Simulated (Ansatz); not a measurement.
**C2H9GaS: one change and its effect**

System: C2H9GaS, SMILES [CH3][GaH-]([CH3])[SH2+].
Method of run A: RKS PBE0-D4/def2-TZVPP (Ansatz 0.2.0).

The geometry comes from this level: PBE0-D4/def2-TZVP. Text and figures count atoms from 1; the logs count them from 0 in places.

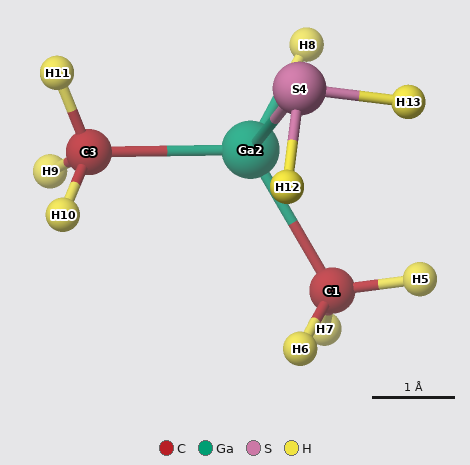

Figure 1. The input geometry (ball-and-stick view, seen at a tilt; atoms are numbered from 1 in the order of the input). Sticks mark near contacts. Bond lengths as drawn: C–Ga 1.98 to 1.99 Å, C–H 1.09 Å, Ga–H 1.58 Å, Ga–S 2.66 Å and H–S 1.34 Å.

## Input, run A
```yaml
crystal:
  periodic: [false, false, false]
  atoms:
    - {symbol: C, position_ang: [-0.504569, 1.600537, -0.566335]}
    - {symbol: Ga, position_ang: [-0.160222, -0.353161, -0.669572]}
    - {symbol: C, position_ang: [1.673158, -1.033325, -0.336092]}
    - {symbol: S, position_ang: [-1.188454, -1.039933, 1.686637]}
    - {symbol: H, position_ang: [-1.566708, 1.829677, -0.451918]}
    - {symbol: H, position_ang: [0.043566, 2.067777, 0.256066]}
    - {symbol: H, position_ang: [-0.169383, 2.079975, -1.491309]}
    - {symbol: H, position_ang: [-1.187050, -1.260914, -1.465178]}
    - {symbol: H, position_ang: [2.278554, -0.903163, -1.238317]}
    - {symbol: H, position_ang: [2.171967, -0.488324, 0.469342]}
    - {symbol: H, position_ang: [1.678365, -2.097800, -0.092273]}
    - {symbol: H, position_ang: [-0.685249, -0.021611, 2.404299]}
    - {symbol: H, position_ang: [-2.363574, -0.414434, 1.509449]}
basis:
  gaussian: {orbitals: def2-TZVPP}
hamiltonian: {xc: pbe0, dispersion: d4}
output: {orbitals: {seedname: orbitals}}
```

Hardware: 4 CPU threads, shared host.

## Output (run A)
```
Functional definition: PBE0
  parameter a = 0.25
  parameter kappa = 0.804
  parameter beta = 0.06672455060314922
  exchange = (1 - a)*pbe_x(kappa = kappa, mu = beta*pi^2/3) + a*exact_x
  correlation = pbe_c(beta = beta)
1619 factors; their error is unknown
mean field evaluation 1: about -65410.1459 eV, gradient 7.4e1 eV
mean field evaluation 2: about -65404.0324 eV, gradient 8.6e1 eV
mean field evaluation 4: about -65421.9651 eV, gradient 3.5e0 eV
mean field evaluation 8: about -65421.9788 eV, gradient 4.4e-2 eV
mean field evaluation 16: about -65422.1667 eV, gradient 4.7e-5 eV
mean field -65422.16669238 eV, -2404.2202812077 hartree, gradient 4.7e-5 eV, S^2 0.000000; 0 other end points of the search recorded, 0 dependent functions left out
reference -65422.16672889 eV, -2404.2202825495 hartree; 34, 34 occupied and 244, 244 virtual orbitals, 1619 factors
Total energy: -65422.40370058 eV, -2404.2289910984 hartree
```

The input of run B differs as follows (lines with − go, lines with + come):
```diff
-  gaussian: {orbitals: def2-TZVPP}
+  gaussian: {orbitals: def2-SVP}
```

How does run B compare with run A?

The total energy of run B is 299.2 kcal/mol higher, which measures the change of basis and not a stability. The HOMO goes from −7.21 to −7.14 eV. The LUMO goes from −0.31 to 0.17 eV. The basis functions go from 278 to 123.

## Output (run B)
```
Functional definition: PBE0
  parameter a = 0.25
  parameter kappa = 0.804
  parameter beta = 0.06672455060314922
  exchange = (1 - a)*pbe_x(kappa = kappa, mu = beta*pi^2/3) + a*exact_x
  correlation = pbe_c(beta = beta)
1242 factors; integrals over basis functions are off by at most 1.2e-3 eV
mean field evaluation 1: about -65399.6678 eV, gradient 6.3e1 eV
mean field evaluation 2: about -65395.6999 eV, gradient 7.2e1 eV
mean field evaluation 4: about -65409.0586 eV, gradient 2.0e0 eV
mean field evaluation 8: about -65409.1941 eV, gradient 1.5e-1 eV
mean field evaluation 16: about -65409.1942 eV, gradient 4.1e-5 eV
mean field -65409.19416114 eV, -2403.7435494776 hartree, gradient 4.1e-5 eV, S^2 0.000000; 0 other end points of the search recorded, 0 dependent functions left out
reference -65409.19419156 eV, -2403.7435505956 hartree; 34, 34 occupied and 89, 89 virtual orbitals, 1242 factors
Total energy: -65409.43116325 eV, -2403.7522591445 hartree
```

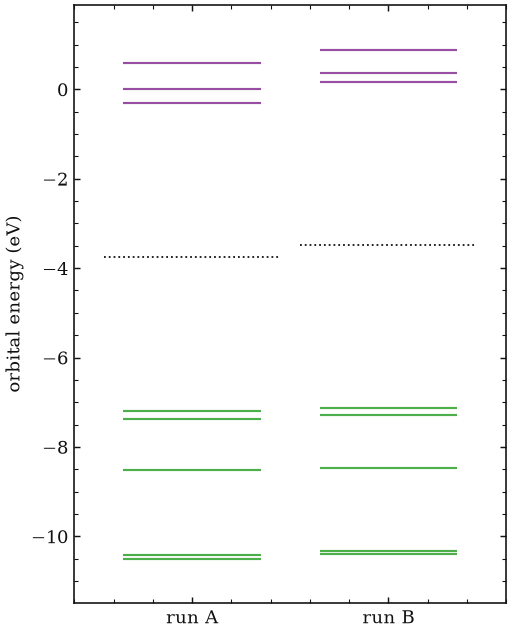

Figure 2. The five highest filled and three lowest empty orbital energies of the two runs; the dotted lines part filled from empty levels. The HOMO–LUMO gap is 6.90 eV in run A and 7.31 eV in run B.

## The two runs side by side

| quantity | run A | run B |
| --- | --- | --- |
| outcome | converged | converged |
| total energy (hartree) | −2404.228991 | −2403.752259 |
| HOMO (eV) | −7.21 | −7.14 |
| LUMO (eV) | −0.31 | 0.17 |
| basis functions | 278 | 123 |
| wall time (shared host) | 7 s | 2.7 s |
